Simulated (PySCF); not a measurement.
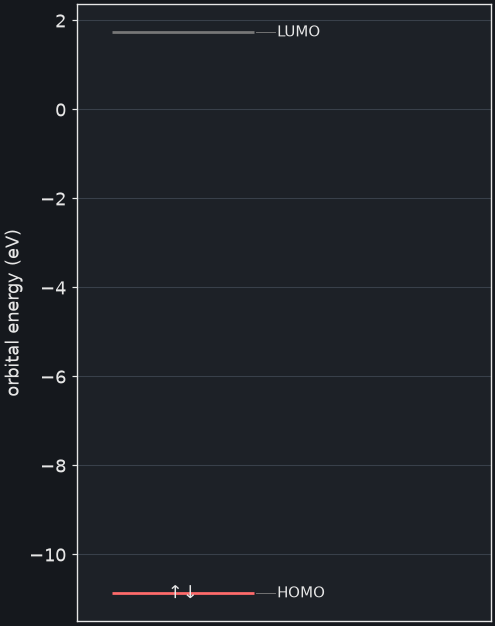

Kohn-Sham orbital energies near the frontier, ωB97X-D/def2-SVPD with PySCF 2.14.0, at a PBE0-D3(BJ)/def2-SVP geometry (no frequency check), isolated molecule; empty levels in grey, levels within 0.03 eV side by side.

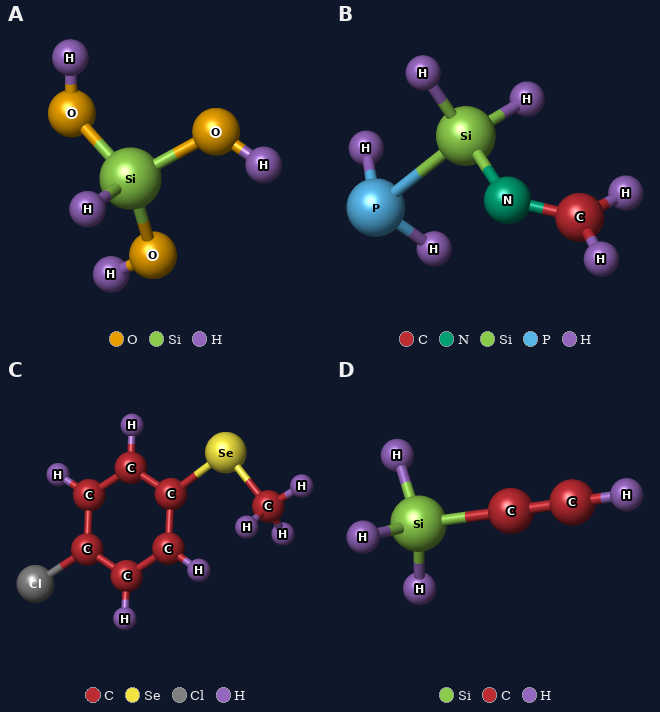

**Which molecule has this level scheme? The candidates are drawn in the second picture.**

Structure A, SiH₄O₃, SMILES O[SiH](O)O. HOMO −10.88 eV, LUMO 1.73 eV, separation 12.61 eV.

Caveats: empty levels above zero depend strongly on the basis.
